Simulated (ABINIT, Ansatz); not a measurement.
## Li2SnF6 (P-31m): G0W0 with ABINIT, start to end

How does a plane-wave GW calculation on Li2SnF6 (P-31m) run from the first input to the gap?

Calculated with ABINIT 10.8.3; PBEsol and many-body steps on it, plane waves.

### Step 1. The starting structure

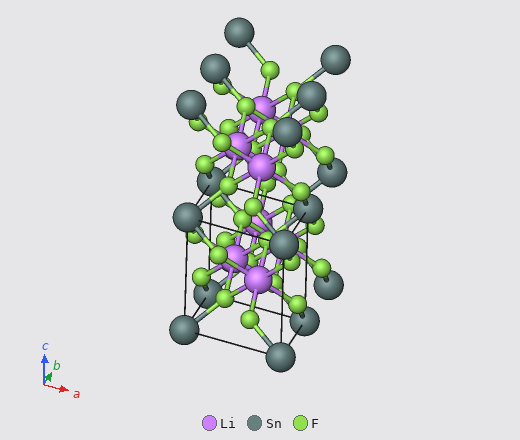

The cell as given, slightly off an axis (lithium purple, tin teal, fluorine green). 1×2×2 cells are drawn. Some periodic images of atoms are drawn too.

The cell and positions are those that the Materials Project relaxed with its own functionals (PBE, PBE+U or r2SCAN), kept fixed.

### Step 2. Ground state

This step: ABINIT 10.8.3; DFT, PBEsol, plane waves, norm-conserving pseudopotentials.

The ground-state density comes first.

The input, run.abi:

```
acell 3*1.0 Angstrom
rprim 
  4.909513934494 -0.000000000024 0.000000000000
  -2.454756967227 4.251763787517 0.000000000000
  0.000000000000 0.000000000000 4.538039080000
ntypat 3
znucl 3 50 9
natom 9
typat 1 1 2 3 3 3 3 3 3
xred 
  0.666666666667 0.333333333333 0.500000000000
  0.333333333333 0.666666666667 0.500000000000
  0.000000000000 0.000000000000 0.000000000000
  0.329091060000 0.329091060000 0.255027190000
  0.670908940000 0.670908940000 0.744972810000
  0.670908940000 0.000000000000 0.255027190000
  0.329091060000 0.000000000000 0.744972810000
  0.000000000000 0.670908940000 0.255027190000
  0.000000000000 0.329091060000 0.744972810000
pp_dirpath "pseudos"
pseudos "Li.upf, Sn.upf, F.upf"
ecut 44
ngkpt 6 6 4
nshiftk 1
shiftk 0 0 0
kptopt 1
chksymbreak 0
nband 43
occopt 1
tolvrs 1e-10
nstep 60
prtwf 0
optforces 0
optstress 0
indata_prefix "in"
outdata_prefix "out"
tmpdata_prefix "tmp"
```

Command:

```sh
$ OMP_NUM_THREADS=1 mpirun -n 4 abinit run.abi > log
```

Numbers of over 12 decimals in the logs are rounded to 6 here.

The log of the run:

```text
.Version 10.8.3 of ABINIT. v10.8.2 released Aug 2026.

 Symmetries : space group P-3 1 m (#162); Bravais hP (primitive hexag.)
================================================================================
 Values of the parameters that define the memory need of the present run
     intxc =       0    ionmov =       0      iscf =       7    lmnmax =       6
     lnmax =       6     mgfft =      60  mpssoang =       3    mqgrid =    3001
     natom =       9  nloc_mem =       1    nspden =       1   nspinor =       1
    nsppol =       1      nsym =      12    n1xccc =    2501    ntypat =       3
    occopt =       1   xclevel =       2
-    mband =          43        mffmem =           1         mkmem =           6
       mpw =        8940          nfft =      194400          nkpt =          24
================================================================================
  Rough estimation (10% accuracy) of disk space for files :
================================================================================

--------------------------------------------------------------------------------
------------- Echo of variables that govern the present computation ------------
--------------------------------------------------------------------------------
 -outvars: echo values of preprocessed input variables --------
            acell      1.8897261259E+00  1.8897261259E+00  1.8897261259E+00 Bohr

      chksymbreak           0
             ecut      4.40000000E+01 Hartree
-          fftalg         312

              ixc     -116133
              kpt      0.00000000E+00  0.00000000E+00  0.00000000E+00
                       1.66666667E-01  0.00000000E+00  0.00000000E+00
                       3.33333333E-01  0.00000000E+00  0.00000000E+00
                       5.00000000E-01  0.00000000E+00  0.00000000E+00
                       1.66666667E-01  1.66666667E-01  0.00000000E+00
                       3.33333333E-01  1.66666667E-01  0.00000000E+00
                       3.33333333E-01  3.33333333E-01  0.00000000E+00
                       0.00000000E+00  0.00000000E+00  2.50000000E-01
                       1.66666667E-01  0.00000000E+00  2.50000000E-01
   [... 13 further rows ...]
                       3.33333333E-01  1.66666667E-01  5.00000000E-01
                       3.33333333E-01  3.33333333E-01  5.00000000E-01
         kptrlatt        6    0    0      0    6    0      0    0    4
          kptrlen      3.43026040E+01
P           mkmem           6
            natom           9
            nband          43
            ngfft          60      60      54
             nkpt          24
            nstep          60
             nsym          12
           ntypat           3
              occ      2.000000  2.000000  2.000000  2.000000  2.000000  2.000000
                       2.000000  2.000000  2.000000  2.000000  2.000000  2.000000
                       2.000000  2.000000  2.000000  2.000000  2.000000  2.000000
                       2.000000  2.000000  2.000000  2.000000  2.000000  2.000000
                       2.000000  2.000000  2.000000  2.000000  2.000000  2.000000
                       2.000000  2.000000  2.000000  2.000000  2.000000  0.000000
                       0.000000  0.000000  0.000000  0.000000  0.000000  0.000000
                       0.000000
        optforces           0
        optstress           0
            prtwf           0
            rprim      4.9095139345E+00 -2.4000000000E-11  0.0000000000E+00
[...]
spgroup         162

           tolvrs      1.00000000E-10

             xred      6.6666666667E-01  3.3333333333E-01  5.0000000000E-01
[...]
znucl        3.00000   50.00000    9.00000

================================================================================

 chkinp: Checking input parameters for consistency.

================================================================================
== DATASET  1 ==================================================================
-   mpi_nproc: 4, omp_nthreads: 1 (-1 if OMP is not activated)

--- !DatasetInfo
iteration_state: {dtset: 1, }
dimensions: {natom: 9, nkpt: 24, mband: 43, nsppol: 1, nspinor: 1, nspden: 1, mpw: 8940, }
cutoff_energies: {ecut:  44.0, pawecutdg:  -1.0, }
electrons: {nelect:   7.00000000E+01, charge:   0.00000000E+00, occopt:   1.00000000E+00, tsmear:   1.00000000E-02, }

 Real(R)+Recip(G) space primitive vectors, cartesian coordinates (Bohr,Bohr^-1):
 R(1)=  9.2776367  0.0000000  0.0000000  G(1)=  0.1077861  0.0622303  0.0000000
 R(2)= -4.6388184  8.0346691  0.0000000  G(2)=  0.0000000  0.1244606  0.0000000
 R(3)=  0.0000000  0.0000000  8.5756510  G(3)=  0.0000000  0.0000000  0.1166092
 Unit cell volume ucvol=  6.3925254E+02 bohr^3
 Angles (23,13,12)=  9.00000000E+01  9.00000000E+01  1.20000000E+02 degrees

 getcut: wavevector=  0.0000  0.0000  0.0000  ngfft=  60  60  54
         ecut(hartree)=     44.000   => boxcut(ratio)=   2.10880

--- Pseudopotential description ------------------------------------------------
- Li Generated using ONCVPSP code by D. R. Hamann
-  3.00000   3.00000  180301                  znucl, zion, pspdat
12 -116133 1 -1 1944                          pspcod,pspxc,lmax,lloc,mmax
     nproj     2     2     0
  pspatm : epsatm=    1.78353975
         --- l  ekb(1:nproj) -->
[...]
pspatm: atomic psp has been read  and splines computed

- F Generated using ONCVPSP code by D. R. Hamann
-  9.00000   7.00000  180301                  znucl, zion, pspdat
12 -116133 2 -1 832                           pspcod,pspxc,lmax,lloc,mmax
     nproj     2     2     1
  pspatm : epsatm=    4.89824381
         --- l  ekb(1:nproj) -->
[...]
2   -2.394754
 pspatm: atomic psp has been read  and splines computed

   4.22498214E+03                                ecore*ucvol(ha*bohr**3)
--------------------------------------------------------------------------------

_setup2: Arith. and geom. avg. npw (full set) are    8911.465    8911.455

================================================================================

--- !BeginCycle
iteration_state: {dtset: 1, }
solver: {iscf: 7, nstep: 60, nline: 4, wfoptalg: 0, }
tolerances: {tolvrs: 1.00E-10, }

     iter   Etot(hartree)      deltaE(h)  residm     vres2
 ETOT  1  -383.03485256420    -3.830E+02 2.369E-01 2.034E+03
 ETOT  2  -383.47983899839    -4.450E-01 1.180E-02 6.613E+02
 ETOT  3  -383.67654711947    -1.967E-01 6.221E-03 6.479E+01
 ETOT  4  -383.68569369119    -9.147E-03 1.790E-03 2.150E+00
 ETOT  5  -383.68612805656    -4.344E-04 1.538E-03 1.809E-01
 ETOT  6  -383.68614838272    -2.033E-05 7.257E-04 5.194E-03
 ETOT  7  -383.68614919828    -8.156E-07 3.185E-04 1.206E-04
 ETOT  8  -383.68614920678    -8.501E-09 2.416E-04 7.009E-06
 ETOT  9  -383.68614920746    -6.775E-10 1.775E-04 5.634E-07
 ETOT 10  -383.68614920749    -2.865E-11 1.651E-04 2.110E-08
 ETOT 11  -383.68614920749    -4.718E-12 1.165E-04 7.587E-10
 ETOT 12  -383.68614920751    -1.819E-11 1.088E-04 3.173E-11

 At SCF step   12       vres2   =  3.17E-11 < tolvrs=  1.00E-10 =>converged.

--- !ResultsGS
iteration_state: {dtset: 1, }
comment   : Summary of ground state results
lattice_vectors:
- [  9.2776367,  -0.0000000,   0.0000000, ]
- [ -4.6388184,   8.0346691,   0.0000000, ]
- [  0.0000000,   0.0000000,   8.5756510, ]
lattice_lengths: [   9.27764,    9.27764,    8.57565, ]
lattice_angles: [ 90.000,  90.000, 120.000, ] # degrees, (23, 13, 12)
lattice_volume:   6.3925254E+02
convergence: {deltae: -1.819E-11, res2:  3.173E-11, residm:  1.088E-04, diffor:  0.000E+00, }
etotal    :  -3.83686149E+02
entropy   :   0.00000000E+00
fermie    :   5.66177751E-03
cartesian_stress_tensor: null
pressure_GPa: null
xred      :
- [  6.6667E-01,   3.3333E-01,   5.0000E-01, Li]
- [  3.3333E-01,   6.6667E-01,   5.0000E-01, Li]
- [  0.0000E+00,   0.0000E+00,   0.0000E+00, Sn]
- [  3.2909E-01,   3.2909E-01,   2.5503E-01,  F]
- [  6.7091E-01,   6.7091E-01,   7.4497E-01,  F]
- [  6.7091E-01,  -2.5894E-35,   2.5503E-01,  F]
- [  3.2909E-01,   2.5894E-35,   7.4497E-01,  F]
- [  0.0000E+00,   6.7091E-01,   2.5503E-01,  F]
- [  0.0000E+00,   3.2909E-01,   7.4497E-01,  F]
cartesian_forces: null
force_length_stats: {min: null, max: null, mean: null, }

 Integrated electronic density in atomic spheres:
 ------------------------------------------------
 Atom  Sphere_radius  Integrated_density
[...]
================================================================================

 ----iterations are completed or convergence reached----

 Mean square residual over all n,k,spin=   50.657E-08; max=  10.878E-05
 reduced coordinates (array xred) for    9 atoms
[...]
0.670908940000     -0.000000000000      0.255027190000
       0.329091060000      0.000000000000      0.744972810000
       0.000000000000      0.670908940000      0.255027190000
       0.000000000000      0.329091060000      0.744972810000
 rms dE/dt=  0.0000E+00; max dE/dt=  0.0000E+00; dE/dt below (all hartree)
    1       0.000000000000      0.000000000000      0.000000000000
    2       0.000000000000      0.000000000000      0.000000000000
    3       0.000000000000      0.000000000000      0.000000000000
    4       0.000000000000      0.000000000000      0.000000000000
    5       0.000000000000      0.000000000000      0.000000000000
    6       0.000000000000      0.000000000000      0.000000000000
    7       0.000000000000      0.000000000000      0.000000000000
    8       0.000000000000      0.000000000000      0.000000000000
    9       0.000000000000      0.000000000000      0.000000000000

 cartesian coordinates (angstrom) at end:
    1      2.454757     1.417255     2.269020
[...]
5      1.646918     2.852546     3.380716
    6      3.293837    -1.61e-11     1.157323
    7      1.615677    -7.9e-12     3.380716
    8     -1.646918     2.852546     1.157323
    9     -0.807839     1.399217     3.380716
 length scales=  1.889726125908  1.889726125908  1.889726125908 bohr
              =  1.000000000000  1.000000000000  1.000000000000 angstroms
 prteigrs : about to open file out_EIG
 Fermi (or HOMO) energy (hartree) =   0.00566   Average Vxc (hartree)=  -0.38038
 Eigenvalues (hartree) for nkpt=  24  k points:
 kpt#   1, nband= 43, wtk=  0.00694, kpt=  0.0000  0.0000  0.0000 (reduced coord)
  -4.62915   -3.00674   -3.00674   -3.00640   -1.45965   -1.45847   -0.75554   -0.75554
  -0.75370   -0.72293   -0.71910   -0.71910   -0.66649   -0.66649   -0.66639   -0.62565
  -0.62565   -0.19798   -0.09935   -0.09935   -0.09343   -0.07802   -0.06982   -0.06982
  -0.06128   -0.04338   -0.04338   -0.03543   -0.02929   -0.02929   -0.00453   -0.00453
  -0.00116   -0.00116    0.00382    0.19765    0.40296    0.45039    0.45039    0.45569
   0.54956    0.54956    0.56124
 prteigrs : prtvol=0 or 1, do not print more k-points.

--- !EnergyTerms
iteration_state     : {dtset: 1, }
comment             : Components of total free energy in Hartree
kinetic             :  1.85816308957848E+02
hartree             :  1.31181378364064E+02
xc                  : -6.29570576695062E+01
Ewald energy        : -2.12135156675154E+02
psp_core            :  6.60925362664491E+00
local_psp           : -4.01677704750979E+02
non_local_psp       : -3.05231710604305E+01
total_energy        : -3.83686149207513E+02
total_energy_eV     : -1.04406320033187E+04
band_energy         : -5.04058533820932E+01

== END DATASET(S) ==============================================================
================================================================================

 -outvars: echo values of variables after computation  --------
           etotal     -3.8368614921E+02
            nband          43
             nkpt          24
          spgroup         162
 [... the other variables as echoed above ...]

 Calculation completed.
```

Wall time 2.2 min (4 MPI ranks of Arm Neoverse V1, shared host); peak memory 0.56 GiB.

Numbers from this step:

```
total energy               : -10440.6320 eV
gap                        : 5.224 eV
k of the valence top       : 0.5, 0, 0
k of the conduction bottom : 0, 0, 0
least direct gap           : 5.274 eV
```

The gap is indirect, with the least direct gap 0.05 eV higher.

(Continued in part 2 of 3.)

[Paths, hosts, dates, memory and timing lines, banners, echoed tables and standing remarks are left out of the program output.]

[Logs are printed without paths, hosts, clocks, repeated set-up lines and the standing remarks that a program may print on its own settings, such as how far it seeks lower states.]

[Runs of the session that timed out or met a known fault of the program may be left out.]

[Hosts, paths, dates, database ids (printed as entryN), source tags and the programs' standing remarks are cut or masked in the printed files.]

[G0W0 gaps are taken among the corrected bands and points alone; a level outside them can change the order at an edge.]

[Where Ansatz stands beside ABINIT at settings called matched, ABINIT's density can come from a denser mesh and the files from another edition; pairs whose starting gaps differed by over 0.03 eV were left out, so agreement reads better than it is.]
